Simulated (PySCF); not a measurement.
## Electronic structure of BeSb (quartet) in real space

```xyz
2

Be    0.0000    0.0000   -2.2410
Sb    0.0000    0.0000    0.1670
```

Computed with PBE0/x2c-SVPall, spin-free X2C-1e, Gaussian nucleus, at a bond length of 2.408 Å (PySCF).

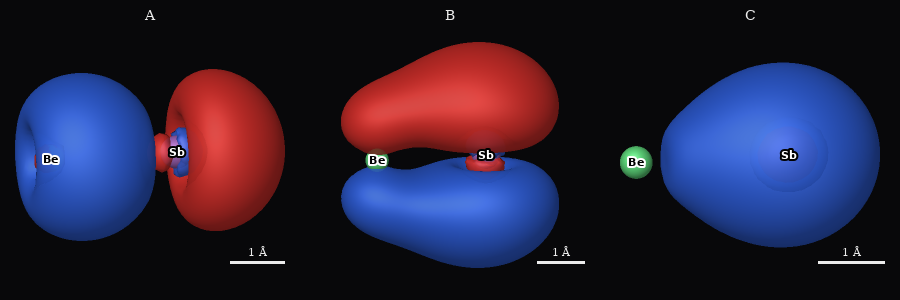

Figure 1. Three frontier β-spin orbitals, each drawn at the value that holds 80 % of its norm (blue and red are the two phases), in no order; of a degenerate pair one member is drawn.

Q: Name the orbitals and rank them from lowest to highest energy.

A: Orbital C: σ, occupied in this spin, −13.41 eV; mainly on Sb (90 %).
Orbital A: σ, occupied in this spin, −7.10 eV; shared between the atoms (Be 35 %, Sb 65 %).
Orbital B: π, empty in this spin, −3.21 eV; mainly on Sb (80 %).

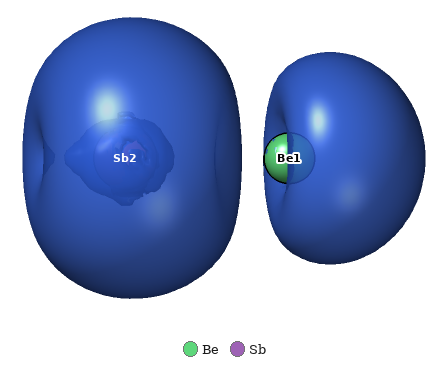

Figure 2. Isosurfaces of the spin density at +0.02 (blue) and −0.02 e/Å³ (red), seen from one side.

Q: Where is the unpaired spin?

A: The unpaired spin (3 electrons) lies mostly on Sb2 (about 2.0) and Be1 (about 1.0), in electrons by Hirshfeld's partition.

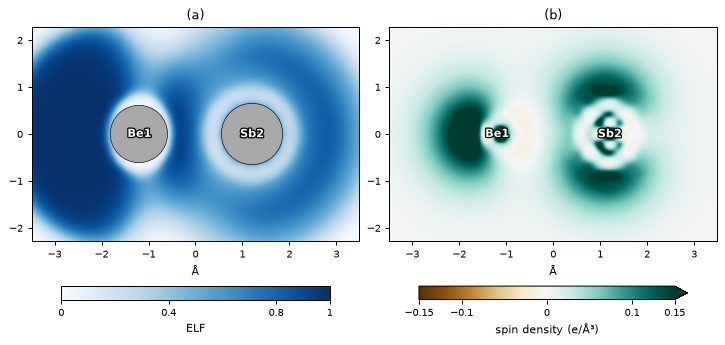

Figure 3. (a) electron localisation function; (b) spin density (α minus β) on a plane that holds the molecular axis. Grey discs cover the atomic cores in the ELF map.

Q: Describe what can be read from this map.

A: Atoms in the plane: Be and Sb.
Be–Sb (2.41 Å): the ELF is about 0.75 at the midpoint.
